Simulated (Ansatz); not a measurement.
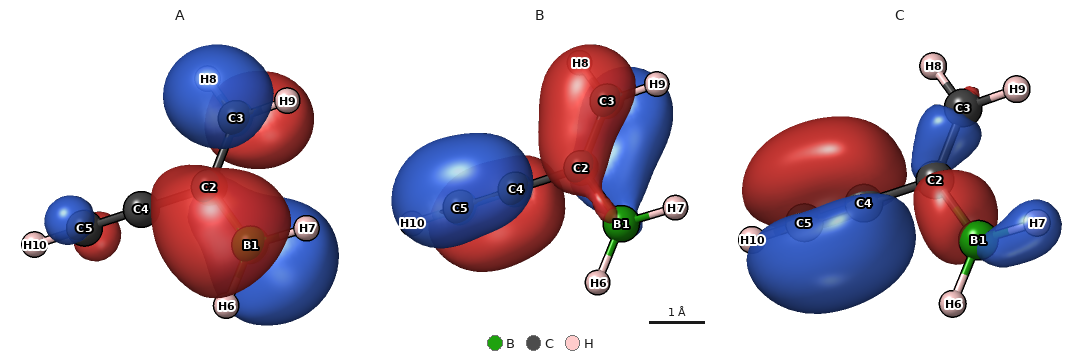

*C4H5B. Three frontier orbitals at ±0.1 Å⁻³ᐟ² (blue and red are the two phases), in no order.*

Not at a stationary point (largest force 1.7 eV/Å).

Theory: SCF PBE0, Gaussian basis in Ansatz 0.2.0.

Input

```
crystal:
  periodic: [false, false, false]
  atoms:
    - { symbol: B, position_ang: [-0.8821, 1.3727, -0.1015] }
    - { symbol: C, position_ang: [-0.2411, -0.0497, 0.0346] }
    - { symbol: C, position_ang: [-0.996, -1.1207, 0.277] }
    - { symbol: C, position_ang: [1.1846, -0.1875, -0.1065] }
    - { symbol: C, position_ang: [2.3791, -0.3029, -0.2247] }
    - { symbol: H, position_ang: [-0.2007, 2.314, -0.3166] }
    - { symbol: H, position_ang: [-2.0498, 1.5194, 0.0091] }
    - { symbol: H, position_ang: [-0.5503, -2.1039, 0.3707] }
    - { symbol: H, position_ang: [-2.071, -1.0373, 0.3863] }
    - { symbol: H, position_ang: [3.4274, -0.4041, -0.3284] }
basis:
  gaussian:
    orbitals: def2-SVP
hamiltonian:
  xc: pbe0
output:
  orbitals: {}
  forces: true
```

Command:

```sh
python run_energy.py
```

> Which picture is the HOMO−1, the HOMO and the LUMO?

C is the HOMO−1 (−7.83 eV). By Hirshfeld shares it lies mainly on C5 (about 45 %), C4 (about 35 %) and C2 (about 5 %); it is symmetric in the molecular plane (an in-plane orbital: σ, lone-pair or in-plane π type). B is the HOMO (−7.38 eV). It lies mainly on C5 (about 35 %), C4 (about 25 %), C3 (about 20 %) and C2 (about 10 %); it changes sign across the molecular plane (π type); π-bonding across C2–C3 and C4–C5; π-antibonding (a node) across C2–C4. A is the LUMO (−2.28 eV). Its weight (Hirshfeld) is mainly on B1 (about 40 %), C3 (about 30 %) and C2 (about 15 %); it changes sign across the molecular plane (π type); π-bonding across B1–C2; π-antibonding (a node) across C2–C3.

> What is the HOMO–LUMO gap?

5.10 eV between the orbital energies.
